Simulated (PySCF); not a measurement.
```csv
atom,x (Å),y (Å),z (Å)
C,0.0767,3.3098,-0.3062
C,0.1480,2.1018,-0.3237
Al,0.2649,0.1593,-0.3633
S,2.2559,-0.7925,-0.2960
C,3.3035,0.7032,-0.1341
N,-1.1592,-0.9232,-0.4569
C,-1.0957,-2.3744,-0.5314
C,-2.5157,-0.4138,-0.4673
H,0.0062,4.3626,-0.2918
H,3.9821,0.7303,-0.9810
H,3.8689,0.6154,0.7885
H,2.6905,1.6039,-0.1163
H,-1.6082,-2.8353,0.3210
H,-1.5630,-2.7413,-1.4528
H,-0.0470,-2.6818,-0.5207
H,-3.0907,-0.7922,0.3861
H,-3.0433,-0.7002,-1.3847
H,-2.4827,0.6748,-0.4105
```

Geometry: GFN2-xTB.

Method: PBE0/pcSseg-1, SCF density, gas phase, non-relativistic in PySCF.

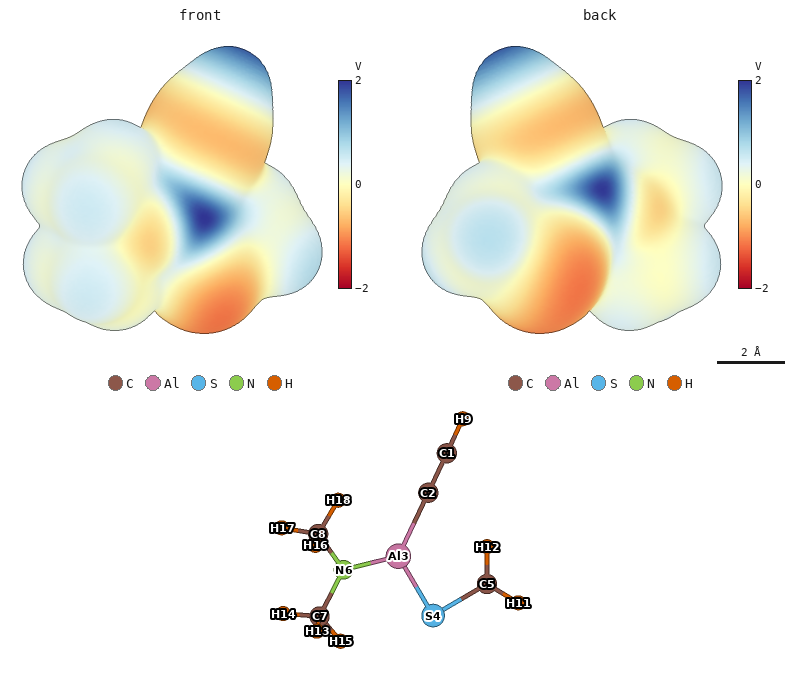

C₅H₁₀AlNS (SMILES C#[C][Al]([S]C)[N](C)C). The electrostatic potential painted on the density surface at 0.002 e/bohr³, seen from the front and from behind; the colour scale runs from red (negative) to blue (positive). The bare structure is drawn below in the same view.

Where is the surface potential most negative and most positive?

The most negative region (about −1.1 V) lies over S4, the most positive (about +1.9 V) over Al3.
